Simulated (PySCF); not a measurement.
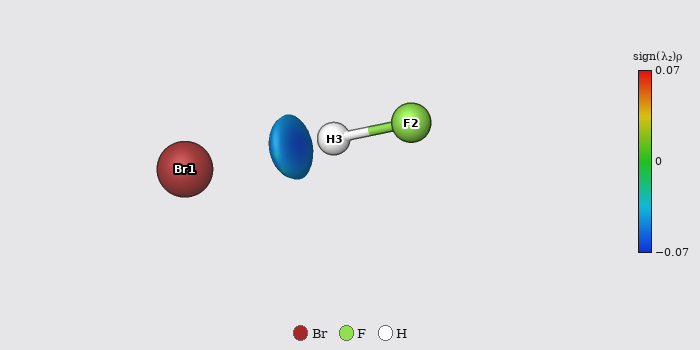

Figure 1: BrFH, charge −1, SMILES `[Br-].F`. Non-covalent interaction surfaces between the fragments (reduced density gradient s = 0.4, coloured by sign(λ₂)ρ in a.u.; trimmed to the region between the fragments where ρ is under 0.1 a.u.). Fragment A: Br(−1) (atom 1); fragment B: HF.

Level of theory: BP86/aug-cc-pVDZ (PySCF), at a geometry from GFN2-xTB. GFN2-xTB bond lengths at metals and heavier atoms can be off by up to 0.1 Å and shapes distorted, which carries into these values.

Input script:

```python
import numpy as np
from pyscf import gto, scf, dft
from pyscf.scf import atom_ks, atom_hf
from scipy.linalg import block_diag
from pyscf.dispersion import dftd3

def solve(mol, dm0=None, hcore=None):
    mf = (dft.UKS if mol.spin else dft.RKS)(mol, xc='bp86')
    mf.grids.level = 3
    mf = mf.density_fit(auxbasis='def2-universal-jkfit')
    mf.conv_tol, mf.max_cycle = 1e-8, 80
    if hcore is not None:
        mf.get_hcore = lambda *args: hcore
    mf.kernel(dm0)
    if not mf.converged:
        mf = mf.newton().run(mf.mo_coeff, mf.mo_occ, max_cycle=30)
    assert mf.converged, 'SCF not converged'
    return mf

mol = gto.M(atom='''
Br     0.62896     0.00000     0.00000
F     -2.30174    -0.00001     0.00000
H     -1.29783     0.00020     0.00000
''', basis='aug-cc-pvdz', charge=-1, spin=0, verbose=4)
mol_a = gto.M(atom='''
Br     0.62896     0.00000     0.00000
ghost-F     -2.30174    -0.00001     0.00000
ghost-H     -1.29783     0.00020     0.00000
''', basis='aug-cc-pvdz', charge=-1, spin=0, verbose=4)
mol_b = gto.M(atom='''
ghost-Br     0.62896     0.00000     0.00000
F     -2.30174    -0.00001     0.00000
H     -1.29783     0.00020     0.00000
''', basis='aug-cc-pvdz', charge=0, spin=0, verbose=4)
ab, a, b = solve(mol), solve(mol_a), solve(mol_b)
e_int = ab.e_tot - a.e_tot - b.e_tot
print('counterpoise-corrected interaction energy / kcal/mol', e_int * 627.5095)
def disp(atoms, charge):
    m = gto.M(atom=atoms, charge=charge, basis='sto-3g', spin=None, unit='Bohr', verbose=0)
    return dftd3.DFTD3Dispersion(m, xc='bp86', version='d3bj').get_dispersion()['energy']
e_disp = disp(mol._atom, mol.charge) - disp(mol._atom[:1], mol_a.charge) - disp(mol._atom[1:], mol_b.charge)
print('D3(BJ) part / kcal/mol', e_disp * 627.5095)
# spherically averaged free atoms, for the promolecule
atm = atom_ks.get_atm_nrks(mol, xc='bp86')
pro = block_diag(*[(atm[a[0]][2] * atm[a[0]][3]) @ atm[a[0]][2].T for a in mol._atom])
np.savez('result.npz', e_int=e_int, e_disp=e_disp, dm_a=a.make_rdm1(), dm_b=b.make_rdm1(), c=ab.mo_coeff, occ=ab.mo_occ, eps=ab.mo_energy, pro=pro, d=[f.dip_moment(verbose=0) for f in (ab, a, b)])
```

Run with:

```sh
OMP_NUM_THREADS=1 python input.py
```

The run took 9.1 s on 1 thread of Arm Neoverse V1, with other jobs on the host, peak memory 0.23 GiB.

Partitions, critical points and surface values were worked out afterwards from this run's density.

### Interpret the surfaces between the fragments.

Bond critical points between the fragments: Br1···H3, hydrogen bond, 1.93 Å, ρ = 0.057 a.u. It appears blue (attractive, sign(λ₂)ρ well below zero). The pose is a local one from a semi-empirical search, not shown to be the most stable. With a charged fragment, long-range electrostatics, which these surfaces don't show, weighs heavily in the interaction energy.

### How strongly are they bound?

The counterpoise-corrected interaction energy of the frozen fragments is −22.7 kcal/mol without dispersion correction and −23.5 kcal/mol with D3(BJ). The pair geometry is semi-empirical, not a minimum at this level.
